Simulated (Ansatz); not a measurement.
# UHF/3-21G run of SiN2H5 (SMILES N[SiH]N)

What is the vertical ionisation energy of SiN2H5 at UHF/3-21G? 

The results are computed with Ansatz 0.2.0.

50 further runs of the same task are left out: 50 set aside as unsound or not needed.

### Step 1. Starting point

SiN2H5: 8 atoms, total charge 0, spin state doublet. As SMILES, `N[SiH]N`. The coordinates come from a PBE0-D4/def2-TZVP relaxation. This is one conformer, not always the lowest.

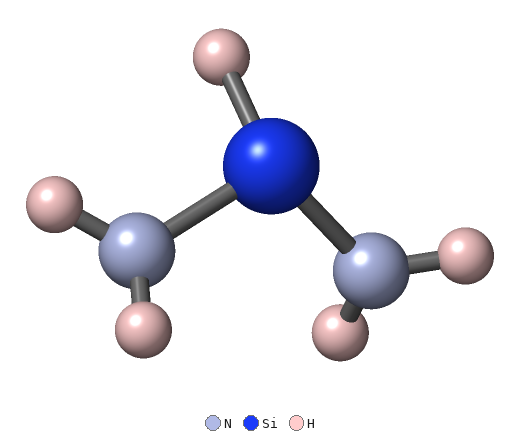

Viewed from a chosen angle; nitrogen light blue, silicon blue, hydrogen pink.

### Step 2. A single-point energy at UHF/3-21G

run.yaml reads:

```yaml
crystal:
  periodic: [false, false, false]
  atoms:
    - {symbol: N, position_ang: [-1.027000, 0.622100, -0.768300]}
    - {symbol: Si, position_ang: [0.527700, 0.579900, -0.050700]}
    - {symbol: "N", position_ang: [0.789500, -1.052600, 0.425100]}
    - {symbol: H, position_ang: [-1.817900, 0.144500, -0.364600]}
    - {symbol: H, position_ang: [-1.296600, 1.349400, -1.406800]}
    - {symbol: H, position_ang: [0.716400, 1.354100, 1.225100]}
    - {symbol: H, position_ang: [0.730800, -1.794000, -0.255200]}
    - {symbol: H, position_ang: [1.468900, -1.260500, 1.139500]}
basis:
  gaussian:
    orbitals: 3-21G.json
magnetization:
  spin_polarized: true
  initial_magnetization: 1
hamiltonian:
  xc: hf
accuracy: high
output: {orbitals: {seedname: orbitals}}
```

The basis set 3-21G is read from a file made from the Basis Set Exchange's data (not shown).

Command:

```
$ ansatz run run.yaml --threads 1 --pin off --max-ram 3480MiB --events-out events.jsonl --progress --plain --runs-dir runs
```

Output:

```text
Warning: RAYON_NUM_THREADS=1 ignored (pool sized by the plan → 1); use --threads N
Functional definition: HF
  name "HF"
  exchange = exact_x
  correlation = 0
982 factors; integrals over basis functions are off by at most 3.9e-9 eV
mean field evaluation 1: about -10843.8237 eV, gradient 2.4e1 eV
mean field evaluation 2: about -10844.0661 eV, gradient 2.5e1 eV
mean field evaluation 4: about -10846.5202 eV, gradient 1.7e0 eV
mean field evaluation 8: about -10846.5615 eV, gradient 2.0e-1 eV
mean field evaluation 16: about -10846.5625 eV, gradient 1.2e-8 eV
mean field -10846.56245956 eV, -398.6038183247 hartree, gradient 2.5e-8 eV, S^2 0.753804; 0 other end points of the search recorded, 0 dependent functions left out
reference -10846.56245956 eV, -398.6038183247 hartree; 17, 16 occupied and 24, 25 virtual orbitals, 982 factors
Total energy: -10846.56245956 eV, -398.6038183247 hartree
```

It took 0.42 s on 1 thread of Arm Neoverse V2, shared host; peak memory 0.1 GiB.

### Step 3. The singlet cation, same level

input.yaml reads:

```yaml
crystal:
  periodic: [false, false, false]
  atoms:
    - {symbol: N, position_ang: [-1.027000, 0.622100, -0.768300]}
    - {symbol: Si, position_ang: [0.527700, 0.579900, -0.050700]}
    - {symbol: N, position_ang: [0.789500, -1.052600, 0.425100]}
    - {symbol: H, position_ang: [-1.817900, 0.144500, -0.364600]}
    - {symbol: H, position_ang: [-1.296600, 1.349400, -1.406800]}
    - {symbol: H, position_ang: [0.716400, 1.354100, 1.225100]}
    - {symbol: H, position_ang: [0.730800, -1.794000, -0.255200]}
    - {symbol: H, position_ang: [1.468900, -1.260500, 1.139500]}
basis:
  gaussian: {orbitals: 3-21G.json}
accuracy: high
hamiltonian: {xc: hf}
total_charge: 1
output: {orbitals: {seedname: orbitals}}
```

The basis set 3-21G is read from a file made from the Basis Set Exchange's data (not shown).

Command:

```
$ ansatz run input.yaml --threads 1 --pin off --max-ram 3480MiB --events-out events.jsonl --progress --plain --runs-dir runs
```

Output:

```text
Warning: RAYON_NUM_THREADS=1 ignored (pool sized by the plan → 1); use --threads N
[... 4 set-up lines as earlier in the session ...]
978 factors; integrals over basis functions are off by at most 3.9e-9 eV
mean field evaluation 1: about -10833.8632 eV, gradient 5.4e1 eV
mean field evaluation 2: about -10833.8614 eV, gradient 5.4e1 eV
mean field evaluation 4: about -10839.6728 eV, gradient 2.6e0 eV
mean field evaluation 8: about -10839.6976 eV, gradient 7.3e-4 eV
mean field -10839.69761080 eV, -398.3515397860 hartree, gradient 1.6e-8 eV, S^2 0.000000; 0 other end points of the search recorded, 0 dependent functions left out
reference -10839.69761080 eV, -398.3515397860 hartree; 16, 16 occupied and 25, 25 virtual orbitals, 978 factors
Total energy: -10839.69761080 eV, -398.3515397860 hartree
```

Run time: 0.32 s. Hardware: 1 thread of Arm Neoverse V2, shared host.

### Step 4. What came out

Level: UHF/3-21G.

```
                                          quantity          value
                      doublet SiN2H5: total energy  -398.60382 Eh
doublet SiN2H5: HOMO energy (highest over α and β)       -7.54 eV
 doublet SiN2H5: LUMO energy (lowest over α and β)        2.33 eV
                              doublet SiN2H5: ⟨S²⟩          0.754
                      singlet cation: total energy  -398.35154 Eh
                       singlet cation: HOMO energy      -16.41 eV
                       singlet cation: LUMO energy       -6.14 eV
                     singlet cation: HOMO–LUMO gap       10.27 eV
vertical ionisation energy (to the singlet cation)       6.865 eV
```

What this shows: Removing an electron at fixed nuclei costs 6.86 eV (158 kcal/mol). Only the singlet of the ionised species was computed; a triplet could lie lower.
